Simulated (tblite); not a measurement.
**Run report: C6H2Br, geometry relaxation (part 1 of 2)**

The run: geometry relaxation of C6H2Br, multiplicity 2. Method and program: GFN2-xTB geometry optimisation, gas phase (tblite 0.8.0).

It belongs to a series of runs on one base structure; here: H removed from sp2 C.

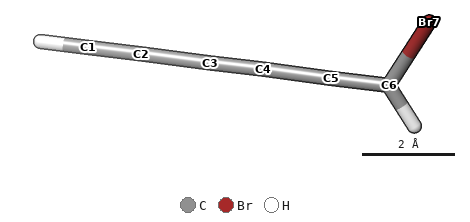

Figure 1. The structure as given in the input (stick view, seen at a tilt; atoms are numbered from 1 in the order of the input). Bond lengths as drawn: Br–C 1.85 Å, C–C 1.19 to 1.55 Å and C–H 1.07 to 1.08 Å.

Input:
```
{"job": {"kind": "relax", "xc": "GFN2-xTB", "basis": "xTB"}, "charge": 0, "multiplicity": 2}
C     -1.133400     3.412000     1.224400
C     -0.803800     2.326800     0.856900
C     -0.349100     0.916800     0.409500
C     -0.015800    -0.164500     0.038700
C      0.425000    -1.575600    -0.406300
C      0.790500    -2.752800    -0.802700
Br     2.195300    -2.866900    -1.994700
H     -1.439800     4.389400     1.547400
H      0.344600    -3.679200    -0.471100
```

The first line tells a small driver script what to run in tblite; the rest is the geometry in Å.

Command:
```bash
OMP_NUM_THREADS=1 python <driver script> task.json out
```

The program's output:
```
step      E/eV     max force
  0    -480.33140    8.373
  1    -480.93948    6.149
  2    -481.45176    4.208
  3    -481.69508    7.617
  4    -482.02460    1.793
  5    -482.15655    1.389
  6    -482.25335    1.242
  7    -482.27030    0.912
  8    -482.28201    0.349
  9    -482.29741    0.320
 10    -482.30684    0.369
 11    -482.30993    0.235
 12    -482.31215    0.166
 13    -482.31354    0.196
 14    -482.31528    0.146
 15    -482.31580    0.072
 16    -482.31598    0.045
 17    -482.31612    0.048
 18    -482.31639    0.066
 19    -482.31672    0.071
 20    -482.31707    0.061
 21    -482.31737    0.068
 22    -482.31768    0.065
 23    -482.31807    0.069
 24    -482.31843    0.059
 25    -482.31864    0.050
 26    -482.31876    0.044
 27    -482.31889    0.042
 28    -482.31909    0.059
 29    -482.31931    0.055
 30    -482.31944    0.026
 31    -482.31949    0.025
 32    -482.31952    0.023
 33    -482.31959    0.032
 34    -482.31973    0.051
 35    -482.31997    0.061
 36    -482.32022    0.048
 37    -482.32039    0.037
 38    -482.32049    0.038
 39    -482.32060    0.038
 40    -482.32084    0.064
 41    -482.32119    0.077
 42    -482.32148    0.053
 43    -482.32160    0.021
 44    -482.32163    0.015
 45    -482.32164    0.013
 46    -482.32166    0.011
 47    -482.32167    0.008
```

Trajectory as extended XYZ (Å, eV, eV/Å), 48 frames, from step=0 to step=47:
```
9
Properties=species:S:1:pos:R:3:forces:R:3 step=0 energy=-480.33140
C    -1.1334    3.4120    1.2244   -0.4050   1.2940   0.4330
C    -0.8038    2.3268    0.8569    1.7630  -5.4240  -1.6990
C    -0.3491    0.9168    0.4095   -2.1150   6.6050   2.1000
C    -0.0158   -0.1645    0.0387    2.4310  -7.6180  -2.4840
C     0.4250   -1.5756   -0.4063   -2.1220   5.1070   2.0170
C     0.7905   -2.7528   -0.8027   -1.3160   1.4990   1.2590
Br    2.1953   -2.8669   -1.9947    1.4180  -0.5290  -1.2410
H    -1.4398    4.3894    1.5474    0.2530  -0.8240  -0.2840
H     0.3446   -3.6792   -0.4711    0.0940  -0.1090  -0.1000
9
Properties=species:S:1:pos:R:3:forces:R:3 step=1 energy=-480.93948
C    -1.1392    3.4305    1.2306    1.7130  -5.5990  -1.8780
C    -0.7786    2.2493    0.8326   -0.6620   2.3820   0.8720
C    -0.3794    1.0111    0.4394    1.3710  -4.5180  -1.6060
C     0.0190   -0.2733    0.0032   -0.9810   3.2000   1.1680
C     0.3947   -1.5027   -0.3775   -0.8990   1.7630   0.7950
C     0.7717   -2.7313   -0.7847   -0.7600   2.3600   0.8450
Br    2.2156   -2.8745   -2.0124    0.1920  -0.1790  -0.1810
H    -1.4362    4.3777    1.5434   -0.0650   0.1850   0.0510
H     0.3460   -3.6808   -0.4726    0.0920   0.4060  -0.0650
9
Properties=species:S:1:pos:R:3:forces:R:3 step=2 energy=-481.45176
C    -1.1222    3.3746    1.2119   -0.1790   0.5400   0.1740
C    -0.7810    2.2602    0.8374    0.8280  -2.4760  -0.7580
C    -0.3704    0.9807    0.4280    0.8920  -2.9820  -1.0830
C     0.0150   -0.2595    0.0090   -1.1700   3.8180   1.3260
C     0.3796   -1.4706   -0.3638   -0.2030  -0.3370   0.0940
C     0.7602   -2.7024   -0.7724   -0.7970   2.2800   0.8700
Br    2.2214   -2.8778   -2.0176   -0.0510  -0.0580   0.0330
H    -1.4362    4.3775    1.5432    0.5000  -1.6100  -0.5400
H     0.3472   -3.6767   -0.4735    0.1810   0.8240  -0.1160
9
Properties=species:S:1:pos:R:3:forces:R:3 step=3 energy=-481.69508
C    -1.1093    3.3316    1.1973   -0.0620   0.1740   0.0530
C    -0.7661    2.2193    0.8262    0.6190  -1.8470  -0.5700
C    -0.3471    0.9017    0.3986   -2.1940   6.9360   2.2590
C    -0.0084   -0.1820    0.0371    1.8470  -5.8220  -1.9250
C     0.3590   -1.4406   -0.3467   -0.3580   0.3140   0.2910
C     0.7328   -2.6301   -0.7430   -0.7120   0.6070   0.6790
Br    2.2274   -2.8826   -2.0233   -0.0540   0.0640   0.0450
H    -1.4266    4.3463    1.5326    0.5930  -1.9080  -0.6360
H     0.3519   -3.6575   -0.4767    0.3200   1.4820  -0.1950
9
Properties=species:S:1:pos:R:3:forces:R:3 step=4 energy=-482.02460
C    -1.1080    3.3272    1.1958    0.0340  -0.1320  -0.0480
C    -0.7617    2.2067    0.8224    0.2670  -0.7470  -0.2170
C    -0.3609    0.9450    0.4125    0.0770  -0.3030  -0.1340
C     0.0029   -0.2175    0.0255   -0.3310   1.1560   0.3800
C     0.3556   -1.4377   -0.3439   -0.3460   0.3580   0.2940
C     0.7262   -2.6212   -0.7364   -0.2430  -0.1780   0.2250
Br    2.2269   -2.8822   -2.0229   -0.1900   0.1270   0.1640
H    -1.4218    4.3309    1.5274    0.5070  -1.6310  -0.5440
H     0.3545   -3.6452   -0.4783    0.2250   1.3490  -0.1200
9
Properties=species:S:1:pos:R:3:forces:R:3 step=5 energy=-482.15655
C    -1.1013    3.3045    1.1881    0.0380  -0.1320  -0.0460
C    -0.7539    2.1856    0.8167    0.0770  -0.1760  -0.0460
C    -0.3623    0.9473    0.4117    0.1400  -0.4700  -0.1710
C     0.0006   -0.2079    0.0294   -0.3200   1.1440   0.3520
C     0.3421   -1.4183   -0.3324   -0.0690  -0.4370   0.0210
C     0.7128   -2.6027   -0.7229   -0.0170   0.1980   0.0460
Br    2.2264   -2.8818   -2.0226   -0.2670   0.1980   0.2350
H    -1.4108    4.2954    1.5155    0.3930  -1.2640  -0.4210
H     0.3600   -3.6162   -0.4815    0.0250   0.9400   0.0280
9
Properties=species:S:1:pos:R:3:forces:R:3 step=6 energy=-482.25335
C    -1.0873    3.2579    1.1722   -0.1020   0.3340   0.1100
C    -0.7415    2.1540    0.8085   -0.0530   0.2020   0.0540
C    -0.3646    0.9506    0.4101    0.2210  -0.7070  -0.2230
C    -0.0057   -0.1808    0.0387    0.1810  -0.4750  -0.1920
C     0.3208   -1.4043   -0.3154   -0.4460   1.0690   0.4490
C     0.6907   -2.5561   -0.6992    0.6060  -0.6900  -0.5540
Br    2.2196   -2.8763   -2.0167   -0.1470   0.2520   0.1390
H    -1.3856    4.2139    1.4883    0.0170  -0.0600  -0.0190
H     0.3671   -3.5530   -0.4844   -0.2760   0.0760   0.2370
9
Properties=species:S:1:pos:R:3:forces:R:3 step=7 energy=-482.27030
C    -1.0897    3.2659    1.1749    0.1140  -0.3570  -0.1180
C    -0.7429    2.1583    0.8096    0.0320  -0.0650  -0.0340
C    -0.3623    0.9437    0.4081   -0.0690   0.2160   0.0790
C    -0.0034   -0.1870    0.0361    0.0600  -0.0330  -0.0600
C     0.3176   -1.3962   -0.3120    0.1710  -0.8740  -0.1950
C     0.6997   -2.5670   -0.7076    0.2980   0.6460  -0.2120
Br    2.2172   -2.8729   -2.0145   -0.2310   0.2670   0.2120
H    -1.3859    4.2149    1.4886   -0.0670   0.2100   0.0700
H     0.3633   -3.5538   -0.4812   -0.3070  -0.0110   0.2580
9
Properties=species:S:1:pos:R:3:forces:R:3 step=8 energy=-482.28201
C    -1.0900    3.2670    1.1753    0.0470  -0.1430  -0.0480
C    -0.7433    2.1595    0.8097    0.0580  -0.1470  -0.0590
C    -0.3621    0.9431    0.4082   -0.0220   0.0560   0.0270
C    -0.0020   -0.1896    0.0345    0.0430  -0.0170  -0.0430
C     0.3192   -1.4029   -0.3136    0.0310  -0.3400  -0.0450
C     0.7066   -2.5663   -0.7135    0.2150   0.1280  -0.1710
Br    2.2144   -2.8693   -2.0119   -0.1810   0.2460   0.1680
H    -1.3879    4.2215    1.4908    0.0020  -0.0120  -0.0040
H     0.3586   -3.5569   -0.4774   -0.1930   0.2280   0.1760
9
Properties=species:S:1:pos:R:3:forces:R:3 step=9 energy=-482.29741
C    -1.0883    3.2618    1.1735    0.0000   0.0080   0.0010
C    -0.7412    2.1548    0.8077    0.0330  -0.0670  -0.0330
C    -0.3617    0.9411    0.4079    0.0510  -0.1940  -0.0510
C     0.0006   -0.1921    0.0319    0.0540  -0.1170  -0.0570
C     0.3172   -1.4109   -0.3123   -0.0670   0.2120   0.0710
C     0.7197   -2.5630   -0.7243    0.0560  -0.2410  -0.0610
Br    2.2055   -2.8576   -2.0037   -0.0690   0.2070   0.0700
H    -1.3871    4.2186    1.4898    0.0300  -0.1020  -0.0340
H     0.3488   -3.5467   -0.4685   -0.0900   0.2930   0.0930
9
Properties=species:S:1:pos:R:3:forces:R:3 step=10 energy=-482.30684
C    -1.0856    3.2534    1.1707   -0.0250   0.0900   0.0280
C    -0.7379    2.1474    0.8048    0.0330  -0.0680  -0.0350
C    -0.3604    0.9355    0.4064    0.0490  -0.2010  -0.0490
C     0.0043   -0.1963    0.0284    0.0340  -0.0780  -0.0370
C     0.3129   -1.4151   -0.3089   -0.0080   0.2670   0.0250
C     0.7325   -2.5584   -0.7345   -0.1570  -0.3140   0.1140
Br    2.1950   -2.8416   -1.9939    0.0690   0.1580  -0.0490
H    -1.3844    4.2095    1.4868    0.0220  -0.0730  -0.0240
H     0.3371   -3.5285   -0.4577   -0.0170   0.2180   0.0280
9
Properties=species:S:1:pos:R:3:forces:R:3 step=11 energy=-482.30993
C    -1.0844    3.2497    1.1694   -0.0060   0.0290   0.0080
C    -0.7362    2.1436    0.8033    0.0140  -0.0130  -0.0160
C    -0.3598    0.9324    0.4057    0.0230  -0.1100  -0.0200
C     0.0055   -0.1976    0.0273    0.0310  -0.0520  -0.0320
C     0.3117   -1.4144   -0.3080    0.0320   0.1460  -0.0170
C     0.7324   -2.5575   -0.7342   -0.1240  -0.1760   0.0930
Br    2.1932   -2.8350   -1.9920    0.0800   0.1420  -0.0590
H    -1.3827    4.2042    1.4850    0.0040  -0.0140  -0.0050
H     0.3338   -3.5194   -0.4544   -0.0540   0.0480   0.0490
9
Properties=species:S:1:pos:R:3:forces:R:3 step=12 energy=-482.31215
C    -1.0835    3.2473    1.1685    0.0120  -0.0300  -0.0110
C    -0.7348    2.1410    0.8020    0.0070   0.0010  -0.0090
C    -0.3592    0.9288    0.4050   -0.0150   0.0270   0.0190
C     0.0072   -0.1996    0.0257    0.0140   0.0250  -0.0120
C     0.3125   -1.4134   -0.3085    0.0710  -0.0400  -0.0620
C     0.7304   -2.5591   -0.7325   -0.0590   0.0190   0.0490
Br    2.1933   -2.8270   -1.9916    0.0580   0.1180  -0.0420
H    -1.3819    4.2013    1.4840    0.0000   0.0010  -0.0010
H     0.3296   -3.5134   -0.4505   -0.0900  -0.1200   0.0700
9
Properties=species:S:1:pos:R:3:forces:R:3 step=13 energy=-482.31354
C    -1.0830    3.2461    1.1680    0.0210  -0.0590  -0.0210
C    -0.7339    2.1396    0.8010   -0.0010   0.0210   0.0000
C    -0.3589    0.9268    0.4049   -0.0250   0.0770   0.0300
C     0.0085   -0.2006    0.0243    0.0060   0.0550  -0.0030
C     0.3142   -1.4132   -0.3099    0.0660  -0.0940  -0.0610
C     0.7286   -2.5611   -0.7312   -0.0210   0.0810   0.0200
Br    2.1943   -2.8198   -1.9920    0.0330   0.0940  -0.0220
H    -1.3816    4.2003    1.4837    0.0030  -0.0070  -0.0040
H     0.3253   -3.5120   -0.4468   -0.0830  -0.1670   0.0600
9
Properties=species:S:1:pos:R:3:forces:R:3 step=14 energy=-482.31528
C    -1.0822    3.2444    1.1673    0.0150  -0.0410  -0.0140
C    -0.7327    2.1383    0.7997   -0.0030   0.0140   0.0030
C    -0.3588    0.9246    0.4051   -0.0180   0.0850   0.0220
C     0.0107   -0.2014    0.0222    0.0000   0.0600   0.0030
C     0.3179   -1.4131   -0.3129    0.0230  -0.0870  -0.0250
C     0.7256   -2.5647   -0.7290    0.0130   0.0830  -0.0080
Br    2.1966   -2.8073   -1.9932   -0.0100   0.0490   0.0120
H    -1.3811    4.1988    1.4831    0.0090  -0.0210  -0.0100
H     0.3175   -3.5135   -0.4403   -0.0300  -0.1420   0.0170
9
Properties=species:S:1:pos:R:3:forces:R:3 step=15 energy=-482.31580
C    -1.0819    3.2439    1.1671    0.0070  -0.0180  -0.0070
C    -0.7324    2.1382    0.7993   -0.0020   0.0110   0.0030
C    -0.3589    0.9247    0.4054    0.0010   0.0370   0.0020
C     0.0115   -0.2009    0.0215    0.0050   0.0280  -0.0020
C     0.3194   -1.4131   -0.3142   -0.0110  -0.0320   0.0070
C     0.7245   -2.5662   -0.7281    0.0070   0.0270  -0.0050
Br    2.1976   -2.8023   -1.9937   -0.0250   0.0320   0.0230
H    -1.3809    4.1982    1.4828    0.0070  -0.0140  -0.0080
H     0.3147   -3.5165   -0.4380    0.0110  -0.0700  -0.0140
9
Properties=species:S:1:pos:R:3:forces:R:3 step=16 energy=-482.31598
C    -1.0819    3.2438    1.1671    0.0000   0.0040   0.0010
C    -0.7324    2.1385    0.7993    0.0030  -0.0020  -0.0020
C    -0.3588    0.9253    0.4055    0.0130   0.0020  -0.0100
C     0.0117   -0.2002    0.0213    0.0090   0.0030  -0.0070
C     0.3195   -1.4132   -0.3143   -0.0260  -0.0020   0.0210
C     0.7241   -2.5665   -0.7279   -0.0070  -0.0100   0.0040
Br    2.1976   -2.8008   -1.9936   -0.0250   0.0290   0.0230
H    -1.3807    4.1979    1.4826    0.0030  -0.0030  -0.0040
H     0.3145   -3.5188   -0.4380    0.0290  -0.0200  -0.0260
9
Properties=species:S:1:pos:R:3:forces:R:3 step=17 energy=-482.31612
C    -1.0818    3.2438    1.1671   -0.0020   0.0120   0.0030
C    -0.7323    2.1387    0.7993    0.0050  -0.0050  -0.0040
C    -0.3586    0.9259    0.4054    0.0190  -0.0200  -0.0170
C     0.0120   -0.1997    0.0211    0.0110  -0.0140  -0.0100
C     0.3191   -1.4135   -0.3139   -0.0320   0.0110   0.0280
C     0.7237   -2.5668   -0.7276   -0.0180  -0.0300   0.0130
Br    2.1970   -2.7994   -1.9930   -0.0180   0.0270   0.0170
H    -1.3805    4.1977    1.4824    0.0000   0.0070  -0.0010
H     0.3151   -3.5208   -0.4386    0.0360   0.0120  -0.0300
9
Properties=species:S:1:pos:R:3:forces:R:3 step=18 energy=-482.31639
C    -1.0816    3.2436    1.1669   -0.0050   0.0220   0.0060
C    -0.7321    2.1387    0.7991    0.0100  -0.0110  -0.0080
C    -0.3577    0.9267    0.4048    0.0240  -0.0400  -0.0230
C     0.0129   -0.1989    0.0205    0.0110  -0.0340  -0.0110
C     0.3175   -1.4142   -0.3127   -0.0400   0.0160   0.0340
C     0.7226   -2.5673   -0.7268   -0.0290  -0.0460   0.0220
Br    2.1955   -2.7957   -1.9916   -0.0020   0.0250   0.0030
H    -1.3802    4.1972    1.4819   -0.0050   0.0210   0.0050
H     0.3166   -3.5242   -0.4401    0.0360   0.0480  -0.0280
9
Properties=species:S:1:pos:R:3:forces:R:3 step=19 energy=-482.31672
C    -1.0813    3.2432    1.1666   -0.0050   0.0220   0.0050
C    -0.7315    2.1385    0.7987    0.0130  -0.0060  -0.0100
C    -0.3561    0.9272    0.4036    0.0240  -0.0440  -0.0230
C     0.0144   -0.1983    0.0193    0.0050  -0.0440  -0.0070
C     0.3148   -1.4156   -0.3105   -0.0450   0.0060   0.0380
C     0.7206   -2.5683   -0.7253   -0.0300  -0.0450   0.0230
Br    2.1933   -2.7892   -1.9893    0.0220   0.0190  -0.0180
H    -1.3797    4.1967    1.4813   -0.0090   0.0280   0.0090
H     0.3189   -3.5282   -0.4423    0.0250   0.0640  -0.0180
9
Properties=species:S:1:pos:R:3:forces:R:3 step=20 energy=-482.31707
C    -1.0807    3.2425    1.1662   -0.0020   0.0170   0.0020
C    -0.7304    2.1380    0.7979    0.0150   0.0020  -0.0120
C    -0.3539    0.9273    0.4019    0.0150  -0.0240  -0.0140
C     0.0163   -0.1983    0.0177   -0.0060  -0.0360   0.0030
C     0.3110   -1.4178   -0.3075   -0.0450  -0.0170   0.0370
C     0.7182   -2.5697   -0.7234   -0.0160  -0.0230   0.0130
Br    2.1911   -2.7808   -1.9868    0.0430   0.0120  -0.0360
H    -1.3792    4.1962    1.4806   -0.0090   0.0230   0.0080
H     0.3212   -3.5316   -0.4444    0.0040   0.0480  -0.0020
9
Properties=species:S:1:pos:R:3:forces:R:3 step=21 energy=-482.31737
C    -1.0802    3.2419    1.1658    0.0040   0.0040  -0.0040
C    -0.7291    2.1375    0.7969    0.0140   0.0140  -0.0100
C    -0.3518    0.9269    0.4003    0.0030   0.0060  -0.0020
C     0.0178   -0.1988    0.0165   -0.0180  -0.0160   0.0140
C     0.3070   -1.4203   -0.3043   -0.0400  -0.0400   0.0310
C     0.7160   -2.5708   -0.7217    0.0040   0.0070  -0.0020
Br    2.1899   -2.7729   -1.9854    0.0520   0.0070  -0.0440
H    -1.3788    4.1961    1.4801   -0.0050   0.0080   0.0040
H     0.3229   -3.5336   -0.4460   -0.0150   0.0110   0.0120
9
Properties=species:S:1:pos:R:3:forces:R:3 step=22 energy=-482.31768
C    -1.0796    3.2414    1.1653    0.0090  -0.0070  -0.0090
C    -0.7275    2.1373    0.7957    0.0140   0.0230  -0.0090
C    -0.3497    0.9265    0.3986   -0.0090   0.0330   0.0100
C     0.0188   -0.1997    0.0155   -0.0290   0.0060   0.0250
C     0.3021   -1.4234   -0.3004   -0.0290  -0.0540   0.0220
C     0.7140   -2.5719   -0.7201    0.0240   0.0330  -0.0180
Br    2.1898   -2.7650   -1.9848    0.0480   0.0040  -0.0410
H    -1.3785    4.1959    1.4796    0.0000  -0.0090  -0.0010
H     0.3242   -3.5352   -0.4472   -0.0270  -0.0290   0.0200
9
Properties=species:S:1:pos:R:3:forces:R:3 step=23 energy=-482.31807
C    -1.0787    3.2410    1.1645    0.0140  -0.0150  -0.0140
C    -0.7252    2.1374    0.7939    0.0130   0.0290  -0.0090
C    -0.3469    0.9265    0.3964   -0.0190   0.0490   0.0190
C     0.0196   -0.2008    0.0149   -0.0390   0.0200   0.0340
C     0.2949   -1.4282   -0.2947   -0.0120  -0.0510   0.0080
C     0.7119   -2.5730   -0.7184    0.0370   0.0480  -0.0270
Br    2.1906   -2.7549   -1.9849    0.0310   0.0040  -0.0270
H    -1.3782    4.1957    1.4790    0.0040  -0.0250  -0.0050
H     0.3257   -3.5377   -0.4487   -0.0300  -0.0590   0.0210
9
Properties=species:S:1:pos:R:3:forces:R:3 step=24 energy=-482.31843
C    -1.0777    3.2408    1.1636    0.0150  -0.0110  -0.0150
C    -0.7225    2.1382    0.7919    0.0140   0.0240  -0.0110
C    -0.3444    0.9269    0.3945   -0.0210   0.0380   0.0210
C     0.0195   -0.2019    0.0150   -0.0430   0.0150   0.0370
C     0.2872   -1.4332   -0.2884    0.0070  -0.0290  -0.0070
C     0.7102   -2.5739   -0.7170    0.0320   0.0390  -0.0240
Br    2.1922   -2.7453   -1.9857    0.0070   0.0070  -0.0060
H    -1.3779    4.1953    1.4785    0.0050  -0.0270  -0.0060
H     0.3271   -3.5408   -0.4503   -0.0160  -0.0550   0.0090
```
